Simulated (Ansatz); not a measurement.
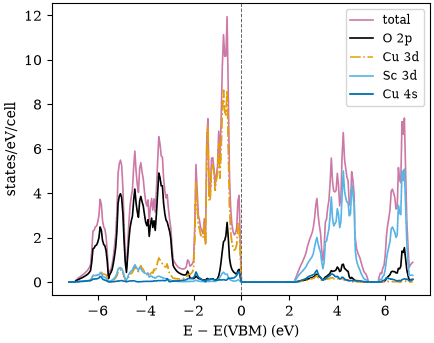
Figure. Total and projected density of states of ScCuO2 in space group R-3m (No. 166; Sc on 3b, Cu on 3a, O on 6c), plane-wave PAW LDA (Ansatz code)

### Question
Which orbitals carry the states next to the gap?

### Answer
Top 1 eV of the valence band: Cu 3d 76 %, O 2p 17 %. Bottom 1 eV of the conduction band: Sc 3d 53 %, Cu 4s 13 %, O 2p 9 %, Cu 3d 6 %, outside the projected shells 13 %. Projections are on Löwdin-orthogonalised atomic valence shells; empty p or d shells of many metals are not among them.

### Question
Where is the tallest occupied peak in this window, and what makes it?

### Answer
Near -0.6 eV, about 12 states/eV per cell; the largest projected share is Cu 3d.

The first step of the workflow began from a Materials Project structure, measured or hypothetical; the Crystallography Open Database files this formula in space group No. 166, but the cells were not matched. Its standing as an ambient phase is unchecked. Symmetry was held in the LDA relaxation; whether a distortion lowers the energy is not shown. No spin polarisation was allowed. No Hubbard U is applied.

Potentials: the later of the program's two PAW sets.
